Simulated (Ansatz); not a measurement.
# A convergence test on Te2Mo (P6_3/mmc): k mesh of the hybrid

How far can the k mesh of the hybrid be lowered for the gap of Te2Mo (P6_3/mmc)?

Calculated with Ansatz 0.2.0; DFT, HSE06, plane waves, PAW.

### 1. The starting structure

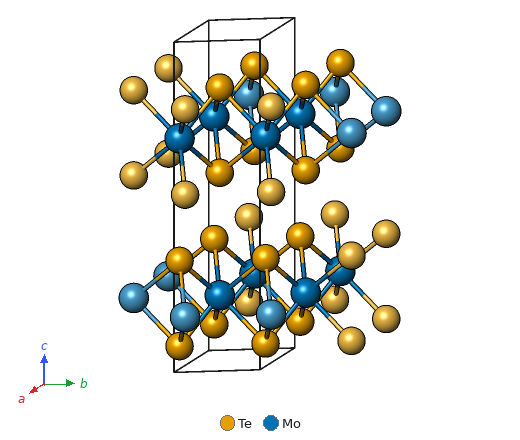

Start, viewed slightly off an axis; tellurium orange, molybdenum blue. 2×2×1 cells are drawn. Some periodic images of atoms are drawn too.

The cell and positions come from the Crystallography Open Database and are kept as given unless a step says otherwise. Spin-orbit coupling is left out unless a step names it. The default PAW set here is soft_2. Its files were made with PBE.

### 2. k mesh of the hybrid: 3×3×1

input.yaml reads:

```yaml
crystal:
  lattice:
    - [3.5182, 0.0, 0.0]
    - [-1.7591, 3.0468505756, 0.0]
    - [0.0, 0.0, 13.9736]
  atoms:
    - { symbol: Te, position: [0.3333333333, 0.6666666667, 0.621] }
    - { symbol: Te, position: [0.6666666667, 0.3333333333, 0.121] }
    - { symbol: Te, position: [0.3333333333, 0.6666666667, 0.879] }
    - { symbol: Te, position: [0.6666666667, 0.3333333333, 0.379] }
    - { symbol: Mo, position: [0.3333333333, 0.6666666667, 0.25] }
    - { symbol: Mo, position: [0.6666666667, 0.3333333333, 0.75] }
kpoints:
  mp_grid: { grid: [3, 3, 1] }
  band_path:
    path:
      - [0.0, 0.0, 0.0]
      - [0.5, 0.0, 0.0]
      - [0.33333333, 0.33333333, 0.0]
      - [0.0, 0.0, 0.5]
      - [0.5, 0.0, 0.5]
      - [0.33333333, 0.33333333, 0.5]
      - [0.199999998, 0.199999998, 0.0]
    npoints: 1
hamiltonian:
  xc: hse06
scf:
  occupations: { method: fixed }
  n_extra_bands: 6
output:
  eigenvalues: true
```

The run is started by

```console
$ ansatz run input.yaml --threads 3 --pin off --max-ram 64512MiB --backend cuda --events-out ev --progress --plain --runs-dir out --devices 1 --max-vram 24GiB  # rebuilt from the run's record
```

Numbers of over 12 decimals in the logs are rounded to 6 here.

What it wrote:

```text
scf.n_extra_bands = 6 over 46 filled bands (N_el = 92.0): the run solves 52 bands
exact exchange: scf.exx.singularity resolves to wigner_seitz, which cuts the screened interaction at the faces of the exchange supercell's Wigner-Seitz cell, so that each pair interacts once, at the shortest of its separations (the periodic images that this leaves out come, for a point-like exchange hole, to about 0.004 eV on a filled level). The cut falls within the interaction's reach, and what an exchange supercel [...]
GPUs: using 1 of 1 available (devices: 1).
Engine: ansatz 0.2.0, x86_64-unknown-linux-gnu
Pseudopotentials: kind: paw
Pseudopotential: Te, paw, valence charge 16, recommended cutoff 420 eV (normal), Te.paw.azcp
Pseudopotential: Mo, paw, valence charge 14, recommended cutoff 420 eV (normal), Mo.paw.azcp
Functional definition: HSE06
  parameter a = 0.25
  parameter omega = 0.11/bohr
  exchange = pbe_x - a*pbe_x_sr(omega) + a*exact_x_sr(omega)
  correlation = pbe_c
davidson cushion auto → on  (no smearing: the cushion is to keep the highest requested band from converging to the state above it; pin scf.eigensolver.cushion to override)
device memory: the entry about to start is reckoned to put 2.5 GiB on a device that reports 55.8 GiB free (of which the cap on the GPU budget leaves the run 24.0 GiB)
GPU FFT provider: cuFFT
GPU libraries: cuBLAS 13.8.2, cuFFT 12.4.0, cuSOLVER 12.3.4
Crystal: 6 atoms, lattice volume = 149.789 Å³
Basis set: ecut = 420 eV, 2909 PW (Γ)
Bands: 52, of which v1, the nominal top of the filled ones, is band 46 counted from 1 (45 counted from 0)
Symmetry: 24 space group operations
Space group: P63/mmc (ITA 194), of the structure as read, at distance tolerance 5.3e-5 Å
k-points: 3 of 9
Non-local potential: Te, projectors of the file, l = 0: 2, l = 1: 2, l = 2: 2, l = 3: 2
Non-local potential: Mo, projectors of the file, l = 0: 3, l = 1: 2, l = 2: 2, l = 3: 1
PAW form: soft (Blöchl's): semilocal exchange-correlation on the pseudo side does not see the compensation charge
PAW frozen core: Te, regenerated for the run's functional, and the local potential with it (the file was generated under x = pbe(κ = 0.804, μ = 0.219515), c = pbe(β = 0.066725))
PAW frozen core: Mo, regenerated for the run's functional, and the local potential with it (the file was generated under x = pbe(κ = 0.804, μ = 0.219515), c = pbe(β = 0.066725))
PAW one-centre angular grid: Te, 590 points (default); XC on 64 Gauss nodes
PAW one-centre angular grid: Mo, 590 points (default); XC on 64 Gauss nodes
Initial density: superposition of atomic densities (neutral atoms: chi_scale 0, normalization atom), corrected by the library's trained network
Initial wavefunctions: pseudopotential atomic-orbital guess
GPU buffer pool allocated for 55296 grid points (all kernels)
GPU transforms: local potential and band sums: pruned to the plane-wave sphere, on 24×24×96
Functional: x = pbe(κ = 0.804, μ = 0.219515), c = pbe(β = 0.066725), warm-up for x = pbe(κ = 0.804, μ = 0.219515) + 0.25 (exact − pbe) at short range (hse, ω = 0.207870 Å⁻¹), c = pbe(β = 0.066725); HSE06 as pw.x's `hse` composes it (authors' and Libxc's form: `xc: wpbeh`)
SCF iter   1: F=—  HF=-37833.550081 eV  |F-HF|=—  |Δ(HF+E_count)|=         —  Δρ=9.06e-3  dr2=2.26e-1  ethr=1.77e-3  ⟨swp⟩=5.0  Hψ=638  notcnv=0
preconditioner: auto → none  [insulator: Δε(μ)=0.984 eV  Ē_g=6.528 eV  n_scr=52 (ndim 8)  ℏωp=18.2 eV  f_vac=0.021]
SCF iter   2: F=—  HF=-37833.775441 eV  |F-HF|=—  |Δ(HF+E_count)|=   2.25e-1  Δρ=1.92e-2  dr2=2.21e0  ethr=2.45e-4  ⟨swp⟩=4.0  Hψ=426  notcnv=0  recentre
SCF iter   3: F=—  HF=-37833.533116 eV  |F-HF|=—  |Δ(HF+E_count)|=   2.42e-1  Δρ=4.71e-3  dr2=2.96e-2  ethr=2.45e-4  ⟨swp⟩=4.0  Hψ=401  notcnv=0
iter 4 solved again at ethr=7.79e-7 eV; its pass at ethr=3.21e-5 eV (dr2=7.17e-4 eV) is discarded
SCF iter   4: F=—  HF=-37833.535624 eV  |F-HF|=—  |Δ(HF+E_count)|=   2.51e-3  Δρ=9.55e-4  dr2=9.26e-4  ethr=7.79e-7  ⟨swp⟩=4.0  Hψ=838  notcnv=0
[...]
SCF iter   4: F=—  HF=-37855.260323 eV  |F-HF|=—  |Δ(HF+E_count)|=   1.54e-3  Δρ=4.41e-4  dr2=3.04e-4  ethr=7.63e-7  ⟨swp⟩=3.7  Hψ=447  notcnv=0
SCF iter   5: F=—  HF=-37855.261207 eV  |F-HF|=—  |Δ(HF+E_count)|=   8.84e-4  Δρ=3.08e-4  dr2=6.63e-4  ethr=8.46e-8  ⟨swp⟩=4.0  Hψ=484  notcnv=0
SCF iter   6: F=—  HF=-37855.261116 eV  |F-HF|=—  |Δ(HF+E_count)|=   9.10e-5  Δρ=8.62e-5  dr2=5.23e-5  ethr=8.46e-8  ⟨swp⟩=4.0  Hψ=407  notcnv=0
SCF iter   7: F=-37855.261111 eV  HF=-37855.261111 eV  |F-HF|=1.48e-8  |Δ(HF+E_count)|=   5.23e-6  Δρ=9.10e-6  dr2=3.60e-6  ethr=2.20e-8  ⟨swp⟩=3.0  Hψ=377  notcnv=0
SCF 2 stopped early in 7 iterations: F = -37855.261111 eV  dr2 = 3.60e-6
hybrid outer 1: dexx = +2.052e-2 eV, tail = 2.19e-4 eV
GPU FFT provider: cuFFT
GPU libraries: cuBLAS 13.8.2, cuFFT 12.4.0, cuSOLVER 12.3.4
GPU buffer pool allocated for 55296 grid points (all kernels)
GPU transforms: local potential and band sums: pruned to the plane-wave sphere, on 24×24×96
Exchange kernel: α = 0.2500, screened, ω = 0.2079 Å⁻¹, Wigner–Seitz truncation, v(0) = 940.0991 eV·Å³, q-mesh 3×3×1, nearest image of the exchange supercell L = 10.55 Å, pair-density grid 15×15×60, without the augmentation charges, whose exchange is taken in its separable form by FFT convolution over the k-point mesh (sized by the pseudopotential files, 24×24×96 at the most), smooth part of the exact exchange by density-matrix convolution in up to 817.8 MiB of GPU memory as planned if the GPU has room (build and FFT work areas not counted)
Frozen-core exchange: fock
SCF iter   1: F=—  HF=-37855.261251 eV  |F-HF|=—  |Δ(HF+E_count)|=         —  Δρ=8.99e-5  dr2=2.89e-5  ethr=1.19e-6  ⟨swp⟩=2.0  Hψ=345  notcnv=0
preconditioner: auto → none  [insulator: Δε(μ)=1.514 eV  Ē_g=7.631 eV  n_scr=52 (ndim 8)  ℏωp=18.2 eV  f_vac=0.018]
SCF iter   2: F=—  HF=-37855.261249 eV  |F-HF|=—  |Δ(HF+E_count)|=   2.49e-6  Δρ=4.51e-5  dr2=1.19e-5  ethr=2.92e-8  ⟨swp⟩=3.0  Hψ=383  notcnv=0
iter 3 solved again at ethr=1.39e-10 eV; its pass at ethr=1.07e-8 eV (dr2=1.28e-7 eV) is discarded
SCF iter   3: F=—  HF=-37855.261247 eV  |F-HF|=—  |Δ(HF+E_count)|=   1.28e-6  Δρ=7.06e-6  dr2=6.44e-7  ethr=1.39e-10  ⟨swp⟩=3.7  Hψ=783  notcnv=0
SCF iter   4: F=—  HF=-37855.261252 eV  |F-HF|=—  |Δ(HF+E_count)|=   4.53e-6  Δρ=1.38e-5  dr2=3.85e-7  ethr=1.32e-10  ⟨swp⟩=4.0  Hψ=507  notcnv=0
SCF iter   5: F=—  HF=-37855.261252 eV  |F-HF|=—  |Δ(HF+E_count)|=   1.01e-7  Δρ=3.21e-6  dr2=1.28e-7  ethr=1.32e-10  ⟨swp⟩=3.0  Hψ=423  notcnv=0
SCF iter   6: F=-37855.261252 eV  HF=-37855.261252 eV  |F-HF|=2.04e-8  |Δ(HF+E_count)|=   4.33e-7  Δρ=4.24e-6  dr2=3.88e-8  ethr=4.27e-11  ⟨swp⟩=4.0  Hψ=422  notcnv=0
SCF 3 converged in 6 iterations: F = -37855.261252 eV  dr2 = 3.88e-8
hybrid outer 2: dexx = +7.249e-6 eV, tail = 1.24e-7 eV, Δε = 2.63e-3 eV (about 1.22e-4 eV left of the loop's levels)
device memory: the entry about to start is reckoned to put 1.0 GiB on a device that reports 63.6 GiB free (of which the cap on the GPU budget leaves the run 24.0 GiB)
NSCF: frozen V_eff on 7 k-points
hybrid SCF converged: 2 outer / 13 inner (+5 warm-up), last move |dexx| = 7.25e-6 eV, tail = 1.24e-7 eV
Stability not checked: this state was not tested for a lower state beside it, because the functional holds exact exchange (a hybrid, or Hartree-Fock), whose exchange loop this test does not read (fock_operator; see scf.lower_state_search)
Free energy (F): -37855.261253 eV
Frozen-core exchange: fock
Harris-Foulkes:  -37855.261253 eV  (|F-HF|=2.04e-8)
Internal energy: -37855.261253 eV  (E = F + TS)
E sigma→0 (E₀):  -37855.261253 eV
Fermi energy:    12.261885 eV
--- Per-component energies (eV) ---
  E_band       = -1337.686608
  E_kinetic    = 1606.086750
  E_local      = -7375.381335  (includes V_loc(G=0)·N_el)
  E_nonlocal   = -961.368714
  E_hartree    = 4134.358745
  E_xc         = -696.240031
  E_vxc        = -701.163978  (∫ρ·V_xc dr)
  E_exx        = -264.805747  (= α·E_x^exact, valence–valence)
  E_paw        = -24979.687363  (= ΣΔE_a)
  E_vpaw       = -1644.966592  (= ΣTr[D̂ρ^β])
  E_aug_tail   = -0.000615  (compensation charges beyond the density's cutoff)
  E_ewald      = -9316.621616
  E_core_change = -1.601326  (= ΣΔE_core)
  E_smearing   = -0.000000  (= −TS)
  E_closure    = -0.000000  (closes the sum)
  Σ components = -37855.261253   (vs F -37855.261253, Δ=-7.28e-12)
--- Band table (eV) ---
  k-point 0: bands = [... 42 lower, 11.0561, 11.1067, 11.6801, 12.2619, 15.6642, 15.6642, 15.8036, 15.8036, ... 2 higher]
  k-point 1: bands = [... 42 lower, 10.8235, 11.0650, 11.1455, 11.3191, 13.8633, 14.2243, 14.4727, 14.4974, ... 2 higher]
  k-point 2: bands = [... 42 lower, 10.0443, 10.0443, 11.9457, 12.2084, 13.7753, 13.7753, 13.8090, 14.9656, ... 2 higher]
```

Elapsed: 8.6 s, on 1 × NVIDIA H100 80GB HBM3 (shared by 3 runs) with 3 threads of AMD EPYC 7R13 (Zen 3), shared host; peak memory 1.1 GiB.

The column dr2 measures how far the density is from self-consistency, as an energy; F and HF (Harris–Foulkes) agree once it is small.

This step gave:

```
gap                     : 1.083 eV
valence top at          : Γ
conduction bottom at    : k = (0.200, 0.200, 0.000)
least direct gap        : 1.567 eV
exact-exchange fraction : 0.25
```

The gap is indirect, with the least direct gap 0.48 eV higher.

### 3. k mesh of the hybrid: 6×6×2

input.yaml: that of step 2 with these lines changed.

```diff
@@ -13,3 +13,3 @@
 kpoints:
-  mp_grid: { grid: [3, 3, 1] }
+  mp_grid: { grid: [6, 6, 2] }
   band_path:
```

What it wrote:

```text
[...]
GPUs: using 1 of 1 available (devices: 1).
[...]
GPU FFT provider: cuFFT
GPU libraries: cuBLAS 13.8.2, cuFFT 12.4.0, cuSOLVER 12.3.4
Crystal: 6 atoms, lattice volume = 149.789 Å³
Basis set: ecut = 420 eV, 2909 PW (Γ)
Bands: 52, of which v1, the nominal top of the filled ones, is band 46 counted from 1 (45 counted from 0)
Symmetry: 24 space group operations
[...]
k-points: 14 of 72
[...]
Fermi energy:    12.167355 eV
[...]
--- Band table (eV; the first three rows and the last of 14) ---
  k-point 0: bands = [... 42 lower, 11.0116, 11.0116, 11.7098, 12.1674, 15.6545, 15.6545, 15.7984, 15.7984, ... 2 higher]
  k-point 1: bands = [... 42 lower, 10.9905, 10.9905, 12.0515, 12.0515, 15.6949, 15.6949, 15.6949, 15.6949, ... 2 higher]
  k-point 2: bands = [... 42 lower, 10.7521, 11.0441, 11.6609, 11.7678, 14.4965, 14.7933, 14.8039, 15.0640, ... 2 higher]
  k-point 13: bands = [... 42 lower, 9.8599, 9.8599, 11.9608, 11.9608, 13.5775, 13.5775, 14.2826, 14.2826, ... 2 higher]
[key lines of the parts left out:]
Free energy (F): -37855.111714 eV
```

Elapsed: 27 s, on 1 × NVIDIA H100 80GB HBM3 (shared by 3 runs) with 3 threads; peak memory 1.5 GiB; 56 s of CPU time.

This step gave:

- gap: 1.108 eV
- valence top at: Γ
- conduction bottom at: k = (0.200, 0.200, 0.000)
- least direct gap: 1.458 eV

The gap is 1.108 eV, +0.025 eV from the run before at this level.

### 4. The series

Differences are against the last row; a negative gap means that bands overlap, and a run with a band path holds that path's time. Times are wall times on 1 × NVIDIA H100 80GB HBM3 (shared by 3 runs) with 3 threads of AMD EPYC 7R13 (Zen 3), shared host, good to a factor of about two.

```csv
k mesh of the hybrid,gap (eV),direct gap (eV),gap error (eV),energy error (meV/atom),irreducible k,time
3×3×1,1.083,1.567,−0.025,−24.9,3,8.6 s
6×6×2,1.108,1.458,+0.000,+0.0,14,27 s
```

### 5. Outcome

```
3×3×1 : 1.083 eV
6×6×2 : 1.108 eV
```

In words: The gap holds to 0.02 eV from 6×6×2 on, the last run itself, so the series does not show convergence. At 3×3×1 the gap is off by −0.025 eV and the energy by −25 meV/atom. The gap is read over the mesh and added points near the edges, so meshes differ mainly through the density and, for a hybrid, the exchange operator.

[Paths, hosts, dates, memory and timing lines, banners, echoed tables and standing remarks are left out of the program output.]

[Logs are printed without paths, hosts, clocks, repeated set-up lines and the standing remarks that a program may print on its own settings, such as how far it seeks lower states.]

[Runs of the session that timed out or met a known fault of the program may be left out.]

[Cells called generated may have been cut or substituted from an entry of the Crystallography Open Database or the Materials Project.]

[Hosts, paths, dates, database ids (printed as entryN), source tags and the programs' standing remarks are cut or masked in the printed files.]
